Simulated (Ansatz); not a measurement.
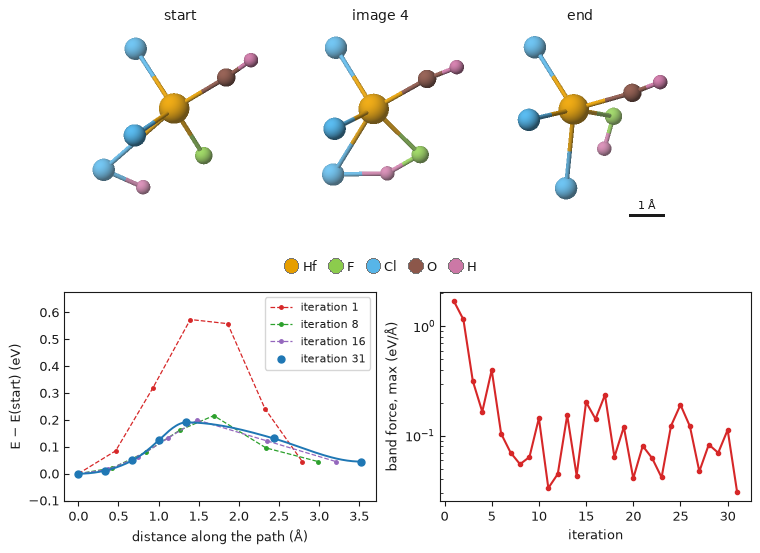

NEB run on HfH$_{2}$OCl$_{3}$F. Images are numbered from 0 (start) to 6 (end). The plot follows the band through its iterations. A ball-and-stick model, seen from a free direction.

Level of theory: RKS PBE-D4/def2-SVP in Ansatz 0.2.0. Set-up: 5 movable images; climbing image; force threshold 0.05 eV/Å; iteration limit 60; starting path by straight interpolation.

Judge this run.

The run is converged, with reservations. The band converged in 31 iterations. The largest component of the band force went from 1.7 to 0.031 eV/Å. The climbing image converged on the top of the path. Its curvatures weren't checked. The straight starting path can push atoms close together and costs iterations. The first iteration put the highest image at 0.573 eV. The highest point, image 4, lies 0.191 eV above the start and 0.146 eV above the end; the end is at +0.045 eV relative to the start.

The run took 3.9 min on 4 threads of Arm Neoverse V2, on a shared host, peak memory 0.19 GiB.
